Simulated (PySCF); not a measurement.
**C6H9FOSi: density, localisation and related maps**

The calculation's input:

```
{"job": {"kind": "nmr", "xc": "PBE0", "basis": "pcSseg-1"}, "charge": 0, "multiplicity": 1}
C      3.837437     0.552044     0.420079
C      2.534110     0.061888     0.015881
C      1.435125    -0.342171    -0.326526
Si    -0.206012    -0.945819    -0.838058
O     -1.040425     0.203094    -1.733466
C     -2.200563     0.684946    -1.079092
C     -2.065144     0.422630     0.422821
C     -1.471221    -0.967142     0.592792
F     -2.443325    -1.923167     0.314931
H      3.857042     0.781498     1.496881
H      4.095235     1.471908    -0.127599
H      4.621371    -0.194593     0.217318
H     -0.072084    -2.228485    -1.574097
H     -2.314733     1.759276    -1.294370
H     -3.091338     0.165331    -1.475008
H     -3.027149     0.515927     0.952465
H     -1.363137     1.150875     0.864458
H     -1.090364    -1.139551     1.611569
```

Launched as:

```sh
OMP_NUM_THREADS=1 python probes_run.py task.json out
```

Geometry: PBE0-D3(BJ)/def2-SVP.

Theory: PBE0/pcSseg-1, SCF density, gas phase, non-relativistic in PySCF.

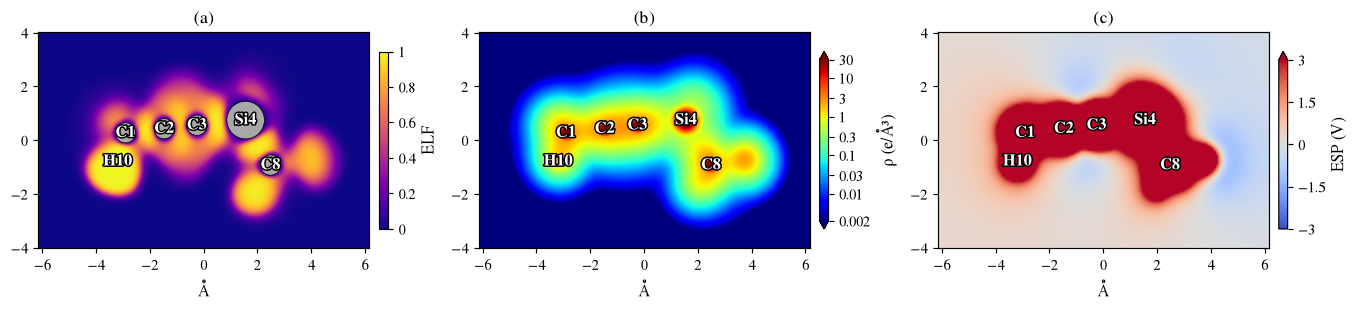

Figure 1. (a) ELF; (b) total electron density; (c) electrostatic potential on the plane of atoms C3, Si4 and C8. Grey discs cover the atomic cores in the ELF map.

Question: What do the fields say about this system?

Answer:
- The section cuts through C, Si and H sites.
- C–C (1.22 Å): ρ at the midpoint is about 2.7 e/Å³; the ELF peaks at about 0.85 between the atoms (a multiple bond).
- C–Si (1.82 Å): the density is about 0.97 e/Å³ at the midpoint; the ELF peaks at about 0.95 between the atoms, as expected for localised, covalent bonding.
- C–H (1.10 Å): the density is about 2 e/Å³ at the midpoint; the ELF climbs to about 1 towards the hydrogen, as it does in any bond to H (a covalent bond by its length).
- C–Si (1.91 Å): the density is about 0.96 e/Å³ at the midpoint; the ELF peaks at about 1 between the atoms (a covalent bond).
- The ELF also peaks beside F9, away from the bonds: lone-pair regions.
- Outside the dense part of the molecule the potential is most negative (−1.1 V) near F9, which lies off the plane.

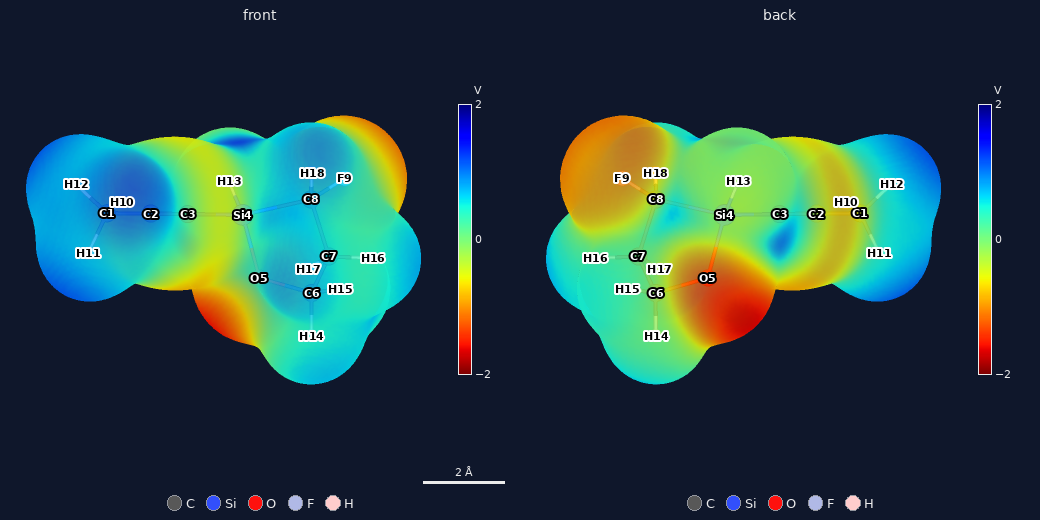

Figure 2. The molecular electrostatic potential painted on the density surface at 0.002 e/bohr³, seen from the front and from behind; red is negative and blue positive.

Question: Which sites attract a positive test charge, and which a negative one?

Answer: A positive charge is drawn to the negative regions and a negative charge to the positive ones. The most negative region (about −1.6 V, or −37 kcal/mol for a unit charge) lies over O5, the most positive (about +1.1 V, or +25 kcal/mol for a unit charge) over Si4, H10, H11 and H12. O5 is the likeliest acceptor of a hydrogen bond.

Question: What dipole moment does the calculation give?

Answer: Its dipole moment is 3.43 D.
